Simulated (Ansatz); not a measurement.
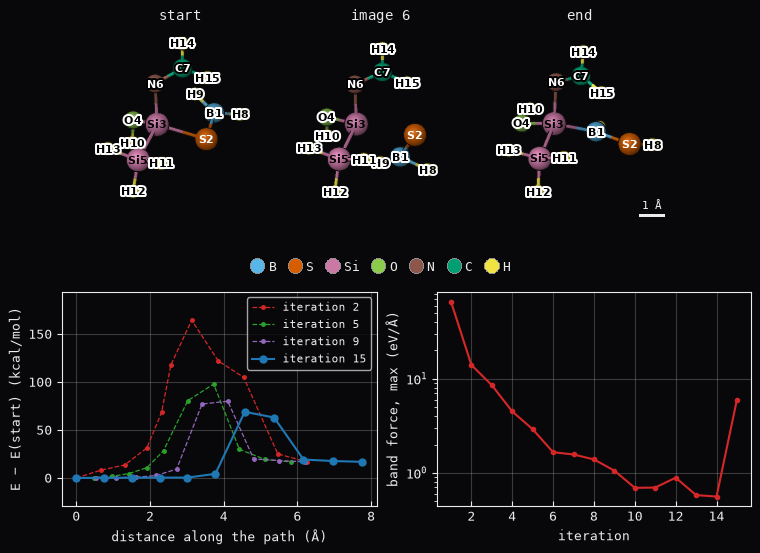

A search for the minimum-energy path of CH8BNOSSi2 by the nudged elastic band. Images are numbered from 0 (start) to 10 (end). The plot follows the band through its iterations. Style: ball-and-stick. Shown from a free direction.

All numbers below come from Ansatz, UKS r2SCAN/STO-3G. Settings: 9 movable images; climbing image; force threshold 0.05 eV/Å; iteration limit 15; starting path through a guess of the saddle point.

**Did the band converge, and can the barrier be trusted?**

The result isn't final. The band hadn't converged when the run stopped after 15 iterations. The largest component of the band force went from 66 to 6 eV/Å. The barrier read from it is provisional: over the last two iterations the highest image moved from 71.8 kcal/mol to 68.9 kcal/mol. The first iteration put the highest image at 370.5 kcal/mol. Forward barrier 68.9 kcal/mol, backward barrier 52.2 kcal/mol, with image 6 at the top; the reaction energy is +16.8 kcal/mol.

Limits of the set-up: STO-3G is a minimal basis, so the numbers are rough.
